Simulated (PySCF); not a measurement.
BH$_{9}$N$_{2}$Si$_{2}$

```yaml
atoms:
  - { symbol: N, position_ang: [-1.8468, -1.3808, -0.0737] }
  - { symbol: Si, position_ang: [-1.4840, 0.2647, 0.3343] }
  - { symbol: B, position_ang: [0.4694, 0.5011, 0.2873] }
  - { symbol: N, position_ang: [1.0334, 1.3754, 1.2016] }
  - { symbol: Si, position_ang: [1.6778, -0.3978, -0.9831] }
  - { symbol: H, position_ang: [-1.3560, -1.7987, -0.8475] }
  - { symbol: H, position_ang: [-2.8110, -1.6710, -0.0963] }
  - { symbol: H, position_ang: [-2.1504, 0.4155, 1.6464] }
  - { symbol: H, position_ang: [-2.2225, 1.2391, -0.5185] }
  - { symbol: H, position_ang: [0.5104, 1.8842, 1.8983] }
  - { symbol: H, position_ang: [2.0209, 1.5769, 1.2609] }
  - { symbol: H, position_ang: [1.4119, -0.0725, -2.3981] }
  - { symbol: H, position_ang: [1.6390, -1.8709, -0.9341] }
  - { symbol: H, position_ang: [3.1072, -0.0657, -0.7996] }
```

Geometry: GFN2-xTB.

Level of theory: PySCF, PBE0/pcSseg-1, SCF density, gas phase, non-relativistic.

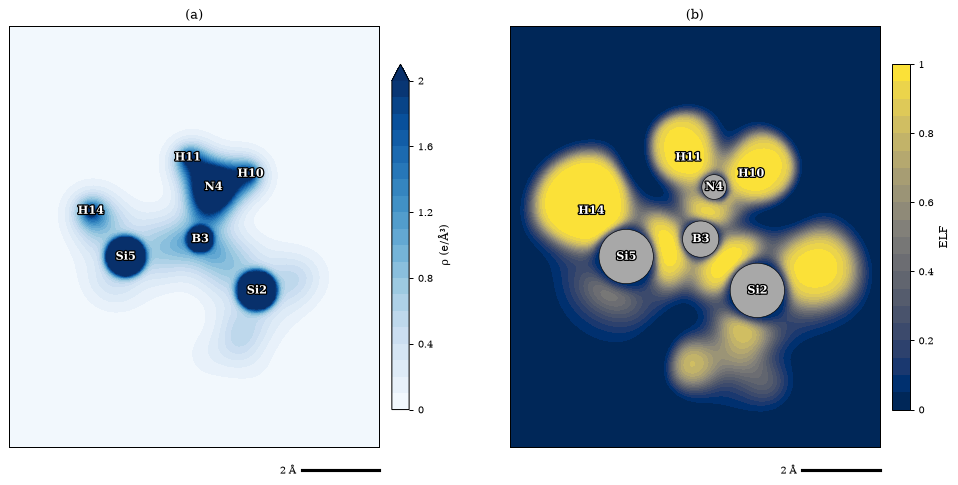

Figure 1. (a) electron density; (b) electron localisation function on the plane of atoms Si2, B3 and N4. Grey discs cover the atomic cores in the ELF map.

> What do the fields say about this system?

- The section cuts through Si, B, N and H sites.
- B–N (1.39 Å): ρ is about 2 e/Å³ halfway; the ELF peaks at about 0.90 between the atoms: a short, strongly polar bond.
- Si–B (1.97 Å): the density is about 0.85 e/Å³ at the midpoint; the ELF peaks at about 1 between the atoms, as expected for localised, covalent bonding.
- N–H (1.01 Å): ρ at the midpoint is about 2.9 e/Å³; the ELF climbs to about 1 towards the hydrogen, as it does in any bond to H; an ordinary covalent bond to hydrogen.
- Si–H (1.48 Å): ρ is about 0.77 e/Å³ halfway; the ELF climbs to about 1 towards the hydrogen.

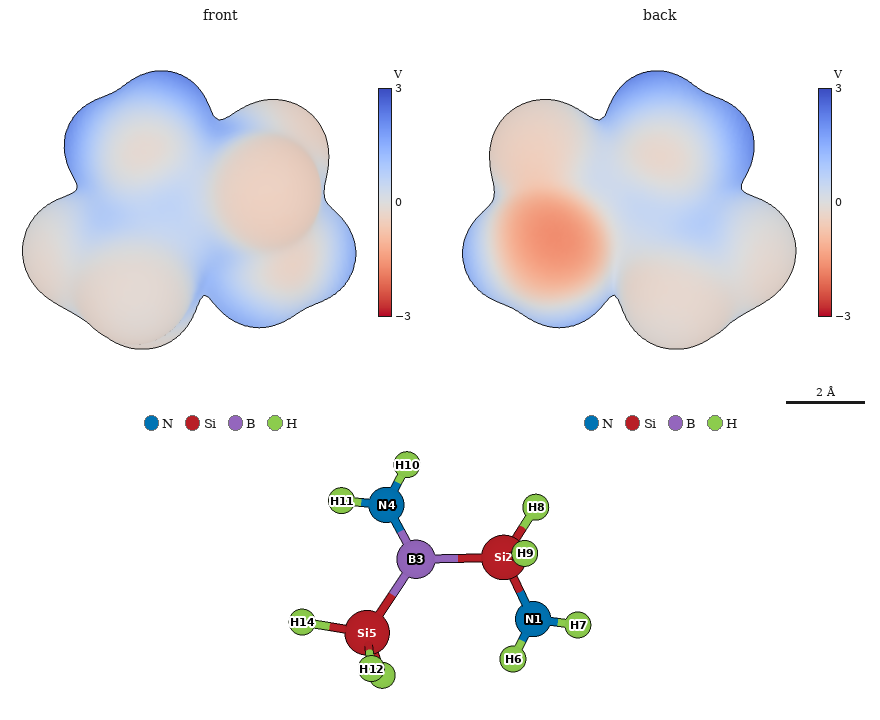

Figure 2. The electrostatic potential painted on the density surface at 0.002 e/bohr³, seen from the front and from behind; red is negative and blue positive. The bare structure is drawn below in the same view.

> Which sites attract a positive test charge, and which a negative one?

A positive charge is drawn to the negative regions and a negative charge to the positive ones. The most negative region (about −1.6 V) lies over N1, the most positive (about +2.0 V) over H10 and H11. N1 is the likeliest acceptor of a hydrogen bond.

> What dipole moment does the calculation give?

Its dipole moment is 1.77 D.
